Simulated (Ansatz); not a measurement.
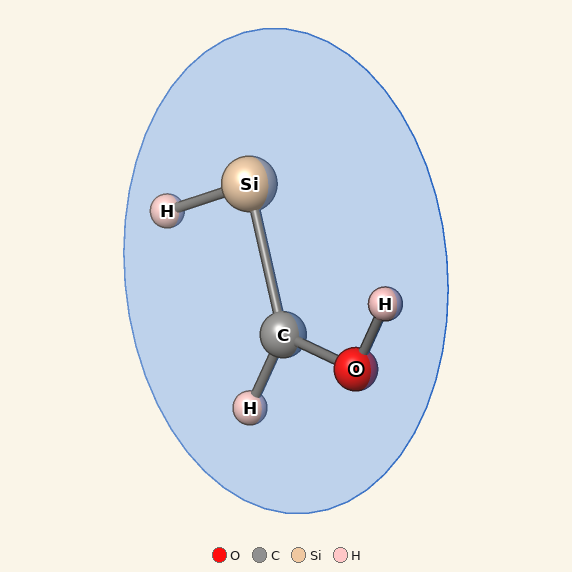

All proper rotation axes (lines) and mirror planes (discs) of the structure are drawn in. Distant atoms are faded towards the background colour. State: neutral, doublet. The computed structure is the end point of a PBE0-D4/def2-TZVP optimisation. No frequency run is at hand to confirm it as a minimum.

**Name the symmetry elements and the point group.**

It has 1 mirror plane. Point group Cs. The group has 2 operations. The geometry is achiral, and symmetry allows a dipole moment.
